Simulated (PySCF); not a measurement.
# One shape, several levels: CH5FSSn (SMILES [CH3][SnH]([F])[SH])

We compute a comparison of 3 runs (HF/3-21G, wB97X/STO-3G, PBE0/def2-SVP) of CH5FSSn. 

Program for the calculation: PySCF 2.14.0.

### 1 The molecule

CH5FSSn has 9 atoms, charge 0, and is taken as a singlet. SMILES: `[CH3][SnH]([F])[SH]`. The shape is that of a PBE0-D4/def2-TZVP optimisation. This is one conformer, not always the lowest.

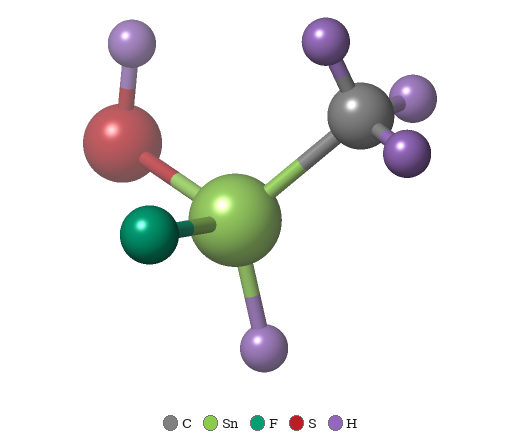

Viewed from a chosen angle; carbon grey, tin green, fluorine teal, sulfur red, hydrogen purple.

### 2 Energy and forces at HF/3-21G (run 1)

File geometry.xyz:

```xyz
9

C     -0.089600     0.676900    -1.164400
Sn     0.418000    -0.751300     0.319200
F      2.071800    -0.078700     1.050300
S     -1.161400    -0.817600     2.108400
H     -1.046800     0.420100    -1.617600
H     -0.157800     1.658300    -0.695900
H      0.687400     0.695100    -1.928400
H      0.765200    -2.352900    -0.138400
H     -1.398400     0.503700     2.049800
```

File calc.py:

```python
import pyscf.grad
from pyscf import gto, scf

system = gto.M(
    atom='geometry.xyz',
    verbose=3,
    spin=0,
    basis='3-21g',
    max_memory=1860,
)

calc0 = scf.RHF(system)
calc0.conv_tol = 1e-10
calc0.kernel()
if not calc0.converged:
    calc0 = calc0.newton().run(calc0.mo_coeff, calc0.mo_occ)

energy = calc0.e_tot
print(f'total energy: {energy:.8f} hartree')
grad = calc0.Gradients().kernel()
calc0.analyze()
```

On the command line:

```sh
$ OMP_NUM_THREADS=1 python calc.py
```

Output:

```text
converged SCF energy = -6531.36846541128
total energy: -6531.36846541 hartree
--------------- RHF gradients ---------------
         x                y                z
0 C     0.0049477101    -0.0015950873     0.0030950392
1 Sn    -0.0409578292    -0.0030971165     0.0031560164
2 F     0.0140262326     0.0059393239     0.0054670079
3 S     0.0133980368     0.0008392366    -0.0116119526
4 H    -0.0042237685    -0.0042293512     0.0005042422
5 H     0.0004582720     0.0022324773     0.0052648252
6 H     0.0048590732    -0.0021217000    -0.0019042864
7 H     0.0010500554     0.0070467735     0.0025922024
8 H     0.0064422175    -0.0050145563    -0.0065630943
----------------------------------------------
**** MO energy ****
MO #1   energy= -1034.93364161228  occ= 2
MO #2   energy= -156.276085993232  occ= 2
MO #3   energy= -145.422008730607  occ= 2
MO #4   energy= -145.421868966771  occ= 2
MO #5   energy= -145.421562190532  occ= 2
MO #6   energy= -91.3146225762012  occ= 2
MO #7   energy= -31.5834173384544  occ= 2
MO #8   energy= -26.9592421391271  occ= 2
MO #9   energy= -26.9584819418119  occ= 2
MO #10  energy= -26.9573451479248  occ= 2
MO #11  energy= -26.0723351933201  occ= 2
MO #12  energy= -19.1263834535847  occ= 2
MO #13  energy= -19.1259478783398  occ= 2
MO #14  energy= -19.1247602372867  occ= 2
MO #15  energy= -19.124428290402   occ= 2
MO #16  energy= -19.1242504082789  occ= 2
MO #17  energy= -11.1906333531531  occ= 2
MO #18  energy= -8.91503126099468  occ= 2
MO #19  energy= -6.58970440881739  occ= 2
MO #20  energy= -6.58785442164442  occ= 2
MO #21  energy= -6.58492513317969  occ= 2
MO #22  energy= -5.59603772969875  occ= 2
MO #23  energy= -3.98229803388571  occ= 2
MO #24  energy= -3.9787692073628   occ= 2
MO #25  energy= -3.97751940965197  occ= 2
MO #26  energy= -1.51998038870944  occ= 2
MO #27  energy= -1.46923973130921  occ= 2
MO #28  energy= -1.4658340458282   occ= 2
MO #29  energy= -1.46249965526327  occ= 2
MO #30  energy= -1.46018442918716  occ= 2
MO #31  energy= -1.42032015729404  occ= 2
MO #32  energy= -0.985394836302794 occ= 2
MO #33  energy= -0.962085518309998 occ= 2
MO #34  energy= -0.661994194630706 occ= 2
MO #35  energy= -0.595164876346064 occ= 2
MO #36  energy= -0.592007291094227 occ= 2
MO #37  energy= -0.567533411373691 occ= 2
MO #38  energy= -0.564147243574967 occ= 2
MO #39  energy= -0.549601700602413 occ= 2
MO #40  energy= -0.517440955152926 occ= 2
MO #41  energy= -0.45592842669437  occ= 2
MO #42  energy= -0.421413814875862 occ= 2
MO #43  energy= -0.392347921231441 occ= 2
MO #44  energy= 0.113398373643662  occ= 0
MO #45  energy= 0.134615242162351  occ= 0
MO #46  energy= 0.151606055721267  occ= 0
MO #47  energy= 0.182228509415725  occ= 0
MO #48  energy= 0.214980621324258  occ= 0
MO #49  energy= 0.278186598205216  occ= 0
MO #50  energy= 0.29627220417924   occ= 0
MO #51  energy= 0.310785095164841  occ= 0
MO #52  energy= 0.355382937408207  occ= 0
MO #53  energy= 0.404708706430941  occ= 0
MO #54  energy= 0.45932076152834   occ= 0
MO #55  energy= 0.461745090351541  occ= 0
MO #56  energy= 0.691749798615023  occ= 0
MO #57  energy= 0.73289773337861   occ= 0
MO #58  energy= 0.742459116768842  occ= 0
MO #59  energy= 0.875072017809025  occ= 0
MO #60  energy= 0.971050350119088  occ= 0
MO #61  energy= 0.987578695723812  occ= 0
MO #62  energy= 1.0432621054801    occ= 0
MO #63  energy= 1.19618619057709   occ= 0
MO #64  energy= 1.29723329104661   occ= 0
MO #65  energy= 1.32346440174394   occ= 0
MO #66  energy= 1.34462115570658   occ= 0
MO #67  energy= 1.37296620146554   occ= 0
MO #68  energy= 1.90520406997016   occ= 0
MO #69  energy= 2.33234986394003   occ= 0
MO #70  energy= 2.354644728902     occ= 0
MO #71  energy= 2.46860300305247   occ= 0
MO #72  energy= 3.70425911817671   occ= 0
 ** Mulliken atomic charges  **
charge of    0C =     -0.57584
charge of    1Sn =      1.21467
charge of    2F =     -0.54578
charge of    3S =     -0.37741
charge of    4H =      0.11528
charge of    5H =      0.11640
charge of    6H =      0.12010
charge of    7H =     -0.14185
charge of    8H =      0.07442
Dipole moment(X, Y, Z, Debye): -1.21614,  0.81820, -3.58326
```

Wall time 4.8 s (1 thread of Arm Neoverse V1, shared host); peak memory 0.14 GiB.

### 3 Energy and forces at wB97X/STO-3G (run 2)

File calc.py:

```python
from pyscf import gto, dft

mol = gto.M(
    atom='''
C     -0.089600     0.676900    -1.164400
Sn     0.418000    -0.751300     0.319200
F      2.071800    -0.078700     1.050300
S     -1.161400    -0.817600     2.108400
H     -1.046800     0.420100    -1.617600
H     -0.157800     1.658300    -0.695900
H      0.687400     0.695100    -1.928400
H      0.765200    -2.352900    -0.138400
H     -1.398400     0.503700     2.049800
''',
    max_memory=1860,
    basis='sto-3g',
    verbose=3,
)

myscf = dft.RKS(mol, xc='wb97x')
myscf.grids.level = 5
myscf.conv_tol = 1e-10
myscf.kernel()
if not myscf.converged:
    myscf = myscf.newton().run(myscf.mo_coeff, myscf.mo_occ)

etot = myscf.e_tot
print('Final energy', etot)
grad = myscf.nuc_grad_method().kernel()
dip = myscf.dip_moment()
pop, q = myscf.mulliken_pop()
```

On the command line:

```sh
$ OMP_NUM_THREADS=1 python calc.py
```

Output:

```text
converged SCF energy = -6498.32806107395
Final energy -6498.328061073954
--------------- RKS gradients ---------------
         x                y                z
0 C    -0.0035313464     0.0214056453    -0.0173149514
1 Sn    -0.0103996970     0.0115326555    -0.0041976542
2 F     0.0072549045     0.0022661179     0.0018327568
3 S    -0.0066888152     0.0020920213     0.0092289827
4 H     0.0012080909    -0.0048396204     0.0049143014
5 H     0.0016271572    -0.0040843335     0.0038261470
6 H     0.0015972468    -0.0036492940     0.0042720985
7 H     0.0079117386    -0.0213824308    -0.0019271621
8 H     0.0010955444    -0.0033178113    -0.0005195261
----------------------------------------------
Dipole moment(X, Y, Z, Debye): -0.44059,  0.35944, -1.43084
 ** Mulliken pop  **
pop of  0 C 1s            1.99045
pop of  0 C 2s            1.23223
pop of  0 C 2px           1.02856
pop of  0 C 2py           1.07349
pop of  0 C 2pz           1.07783
pop of  1 Sn 1s           2.00000
pop of  1 Sn 2s           1.99965
pop of  1 Sn 3s           1.99809
pop of  1 Sn 4s           2.00620
pop of  1 Sn 5s           1.15737
pop of  1 Sn 2px          2.00007
pop of  1 Sn 2py          2.00007
pop of  1 Sn 2pz          2.00007
pop of  1 Sn 3px          1.99786
pop of  1 Sn 3py          1.99795
pop of  1 Sn 3pz          1.99792
pop of  1 Sn 4px          1.99140
pop of  1 Sn 4py          1.99309
pop of  1 Sn 4pz          1.99186
pop of  1 Sn 5px          0.65741
pop of  1 Sn 5py          0.78380
pop of  1 Sn 5pz          0.73064
pop of  1 Sn 3dxy         1.99974
pop of  1 Sn 3dyz         1.99938
pop of  1 Sn 3dz^2        1.99978
pop of  1 Sn 3dxz         1.99959
pop of  1 Sn 3dx2-y2      1.99941
pop of  1 Sn 4dxy         1.99273
pop of  1 Sn 4dyz         1.98268
pop of  1 Sn 4dz^2        1.99375
pop of  1 Sn 4dxz         1.98822
pop of  1 Sn 4dx2-y2      1.98330
pop of  2 F 1s            1.99936
pop of  2 F 2s            1.97021
pop of  2 F 2px           1.55071
pop of  2 F 2py           1.88344
pop of  2 F 2pz           1.86234
pop of  3 S 1s            1.99991
pop of  3 S 2s            1.99621
pop of  3 S 3s            1.89669
pop of  3 S 2px           1.99039
pop of  3 S 2py           1.97759
pop of  3 S 2pz           1.98887
pop of  3 S 3px           1.61698
pop of  3 S 3py           1.09190
pop of  3 S 3pz           1.55989
pop of  4 H 1s            0.93262
pop of  5 H 1s            0.93211
pop of  6 H 1s            0.93043
pop of  7 H 1s            1.14770
pop of  8 H 1s            1.02807
 ** Mulliken atomic charges  **
charge of    0C =     -0.40256
charge of    1Sn =      0.75799
charge of    2F =     -0.26606
charge of    3S =     -0.11844
charge of    4H =      0.06738
charge of    5H =      0.06789
charge of    6H =      0.06957
charge of    7H =     -0.14770
charge of    8H =     -0.02807
```

It took 29 s on 1 thread of Arm Neoverse V1, shared host; peak memory 0.53 GiB.

### 4 Energy and forces at PBE0/def2-SVP (core potential) (run 3)

File job.py:

```python
from pyscf import gto, dft

mol = gto.Mole()
mol.atom = '''
C     -0.169319     1.279156    -2.200397
Sn     0.789906    -1.419751     0.603201
F      3.915135    -0.148721     1.984779
S     -2.194728    -1.545040     3.984299
H     -1.978165     0.793874    -3.056821
H     -0.298199     3.133733    -1.315060
H      1.298998     1.313549    -3.644148
H      1.446018    -4.446337    -0.261538
H     -2.642593     0.951855     3.873561
'''
mol.ecp = {'Sn': 'def2-svp'}
mol.unit = 'bohr'
mol.verbose = 4
mol.max_memory = 1860
mol.basis = 'def2-svp'
mol.build()

mf = dft.RKS(mol, xc='pbe0')
mf.conv_tol = 1e-10
mf.grids.level = 5
mf.kernel()
if not mf.converged:
    mf = mf.newton().run(mf.mo_coeff, mf.mo_occ)

etot = mf.e_tot
print('E = %.10f Eh' % etot)
grad = mf.nuc_grad_method().kernel()
dip = mf.dip_moment()
pop, q = mf.mulliken_pop()
```

On the command line:

```sh
$ OMP_NUM_THREADS=1 python job.py
```

Output:

```text
PySCF version 2.14.0

[... 82 lines left out ...]
converged SCF energy = -752.976647651422
[... 13 lines left out ...]
Dipole moment(X, Y, Z, Debye): -1.83634,  0.61499, -2.64050
[... 68 lines left out ...]
pop of  3 S 3dxy          0.00269
pop of  3 S 3dyz          0.00245
pop of  3 S 3dz^2         0.00910
pop of  3 S 3dxz          0.00740
pop of  3 S 3dx2-y2       0.01712
pop of  4 H 1s            0.72491
pop of  4 H 2s            0.15870
pop of  4 H 2px           0.01262
pop of  4 H 2py           0.00645
pop of  4 H 2pz           0.00730
pop of  5 H 1s            0.72403
pop of  5 H 2s            0.15617
pop of  5 H 2px           0.00516
pop of  5 H 2py           0.01349
pop of  5 H 2pz           0.00781
pop of  6 H 1s            0.72360
pop of  6 H 2s            0.15509
pop of  6 H 2px           0.01031
pop of  6 H 2py           0.00572
pop of  6 H 2pz           0.01039
pop of  7 H 1s            0.67830
pop of  7 H 2s            0.39460
pop of  7 H 2px           0.00083
pop of  7 H 2py           0.00728
pop of  7 H 2pz           0.00121
pop of  8 H 1s            0.70486
pop of  8 H 2s            0.16332
pop of  8 H 2px           0.00820
pop of  8 H 2py           0.01783
pop of  8 H 2pz           0.00744
 ** Mulliken atomic charges  **
charge of    0C =     -0.34721
charge of    1Sn =      0.77543
charge of    2F =     -0.44381
charge of    3S =     -0.27879
charge of    4H =      0.09003
charge of    5H =      0.09334
charge of    6H =      0.09489
charge of    7H =     -0.08222
charge of    8H =      0.09835
```

It took 44 s on 1 thread of Arm Neoverse V1, shared host; peak memory 0.96 GiB.

### 5 All runs side by side

| run | level | integration grid | core potential | energy (Eh) | dipole moment (D) | HOMO energy (eV) | LUMO energy (eV) | wall time |
| --- | --- | --- | --- | --- | --- | --- | --- | --- |
| 1 | HF/3-21G | – | – | -6531.368465 | 3.87 | -10.68 | 3.09 | 4.8 s |
| 2 | wB97X/STO-3G | 5 | – | -6498.328061 | 1.54 | -6.06 | 7.25 | 29 s |
| 3 | PBE0/def2-SVP (core potential) | 5 | def2-svp | -752.976648 | 3.27 | -7.52 | -0.30 | 44 s |

### 6 Outcome

| quantity | value |
| --- | --- |
| run 3: total energy | -752.97665 Eh |
| run 3: dipole moment | 3.27 D |
| run 3: HOMO energy | -7.52 eV |
| run 3: LUMO energy | -0.30 eV |
| run 3: HOMO–LUMO gap | 7.22 eV |
| run 3: largest force on an atom | 0.502 eV/Å |

In words: The dipole moment (its size) runs from 1.54 D (wB97X/STO-3G) to 3.87 D (HF/3-21G). The two ends differ in method and basis. The HOMO–LUMO gap runs from 7.22 eV (PBE0/def2-SVP) to 13.76 eV (HF/3-21G). The two ends differ in method and basis and core potential. Totals of different functionals can't be ranked against each other. Some runs of one species differ in core potentials or relativity; totals across that change don't compare. In run 2 the basis is minimal, so the values are rough. In runs 1, 2 relativity is left out where basis or elements ask for it. All runs together took 78 s, the longest 44 s.
